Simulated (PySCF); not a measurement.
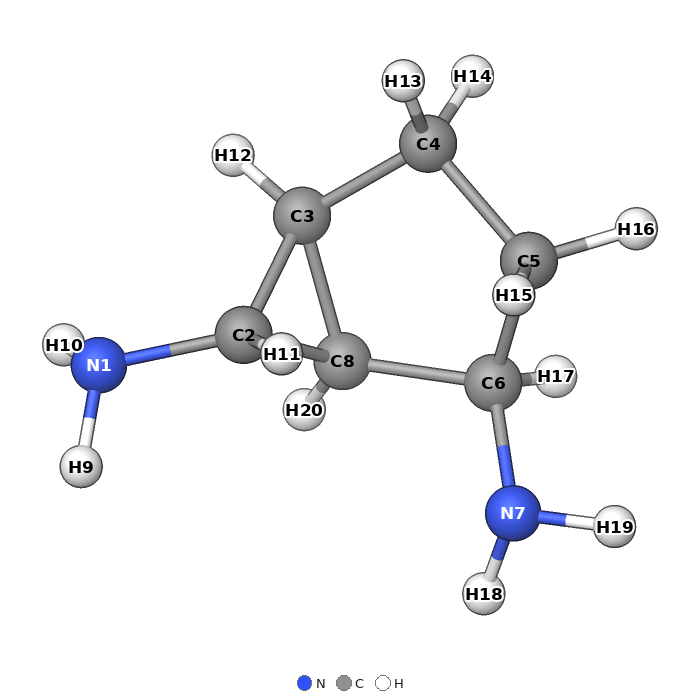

The computed structure is the end point of a GFN2-xTB optimisation. No frequency run is at hand to confirm it as a minimum. Electric field gradients from the ground-state density, PBE0/pcSseg-1 (PySCF 2.14.0), non-relativistic apart from any core potentials.

Give the largest field-gradient component, the quadrupole coupling constant and the asymmetry for 14N at N1 (Q = 20.44 mb), 14N at N7 (Q = 20.44 mb), 2H at H9 (Q = 2.86 mb), 2H at H10 (Q = 2.86 mb).

```tsv
atom	V_zz (a.u.)	e²qQ/h (MHz)	η
N1	−1.175	−5.64	0.13
N7	−1.136	−5.45	0.09
H9	0.398	0.267	0.17
H10	0.399	0.268	0.17
```
